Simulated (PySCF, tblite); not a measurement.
**C5H12NPSi: geometry, infrared bands and NMR shifts**

Wanted: the infrared bands and NMR shifts of C5H12NPSi (`[SiH3]/C=P\N1CCCC1`), by calculation.

The runs use tblite 0.8.0 and PySCF 2.14.0, with density-fitted response routines of our own; the level of theory stands in each step. All values are computed, except where a source is named. Atoms are numbered from 0 throughout.

### 1 Starting geometry

20 atoms, charge 0, multiplicity 1; geometry from: force field or distance geometry start.

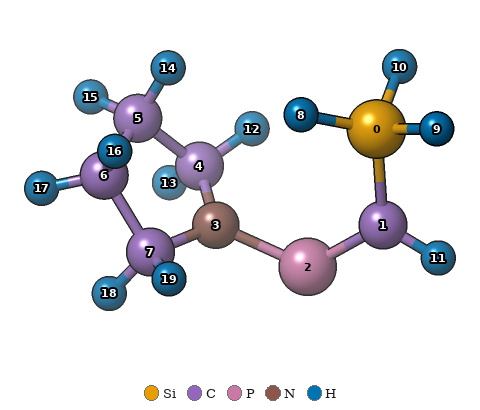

The starting geometry (silicon amber, carbon purple, phosphorus pink, nitrogen brown, hydrogen blue), atoms numbered.

### 2 Relaxing the molecule with GFN2-xTB

Job settings and geometry (Å):

```
{"job": {"kind": "relax", "xc": "GFN2-xTB", "basis": "xTB"}, "charge": 0, "multiplicity": 1}
Si     2.838100     0.591300     0.084300
C      2.482500    -1.168900     0.450400
P      0.945800    -1.809400     0.459600
N     -0.481900    -0.919300     0.107800
C     -0.865200    -0.594900    -1.180900
C     -1.525900     0.772400    -0.945300
C     -1.911900     0.778500     0.518900
C     -1.394500    -0.542800     1.095900
H      1.841900     1.512300     0.605000
H      4.112900     0.923700     0.763800
H      3.094600     0.762000    -1.344100
H      3.304700    -1.845100     0.695600
H      0.003600    -0.495400    -1.879400
H     -1.655600    -1.213000    -1.661300
H     -0.771000     1.582000    -1.153500
H     -2.424500     0.886000    -1.581900
H     -1.403100     1.614000     1.006400
H     -3.011400     0.779700     0.635700
H     -2.295700    -1.171800     1.249900
H     -0.888300    -0.430700     2.070000
```

The run is started by

```
$ OMP_NUM_THREADS=1 python probes_run.py task.json out
```

The driver reads the jobs from task.json and runs them one after another.

**Question.** This job is followed by: GFN2-xTB harmonic vibrations, gas phase; GIAO PBE0/pcSseg-1 NMR shielding, non-relativistic, gas phase. What will the session give for the following? strongest single infrared mode (GFN2-xTB); zero-point energy (GFN2-xTB); ¹³C shifts against TMS (PBE0/pcSseg-1, means over atoms taken as alike); ¹H shifts against TMS (PBE0/pcSseg-1, means over atoms taken as alike); ²⁹Si shifts against TMS (PBE0/pcSseg-1); ³¹P shifts against H3PO4 (PBE0/pcSseg-1); ¹⁵N shifts against NH3 (PBE0/pcSseg-1); surface potential, least and greatest.

**Answer**, as computed:

| quantity | value |
| --- | --- |
| strongest single infrared mode (GFN2-xTB) | 2224 cm⁻¹, 389 km/mol |
| zero-point energy (GFN2-xTB) | 98.7 kcal/mol |
| ¹³C shifts against TMS (PBE0/pcSseg-1, means over atoms taken as alike) | 122.1, 55.3, 28.0 ppm |
| ¹H shifts against TMS (PBE0/pcSseg-1, means over atoms taken as alike) | 5.83, 4.57, 3.63, 1.74 ppm |
| ²⁹Si shifts against TMS (PBE0/pcSseg-1) | -85.0 ppm |
| ³¹P shifts against H3PO4 (PBE0/pcSseg-1) | 351.6 ppm |
| ¹⁵N shifts against NH3 (PBE0/pcSseg-1) | 140.4 ppm |
| surface potential, least and greatest | -0.77 V and 0.80 V |

In words: Relaxing lowered the energy by 1.239 eV in 175 steps; the close pair that moved most is N3–C4, from 1.383 to 1.448 Å. All 54 modes are real, so the xTB geometry is a minimum. The strongest single mode, at 2224 cm⁻¹, moves mainly H10. GFN2-xTB is a fitted tight-binding method: band positions and strengths are rough. Its intensities can rank the bands wrongly. At PBE0/pcSseg-1: The widest tensor belongs to P2: span 622 ppm, with a paramagnetic part of -1003 ppm. By nearest atom (PBE0/pcSseg-1), the HOMO sits on C1 34 %; N3 29 % and the LUMO on P2 48 %; C1 23 %.
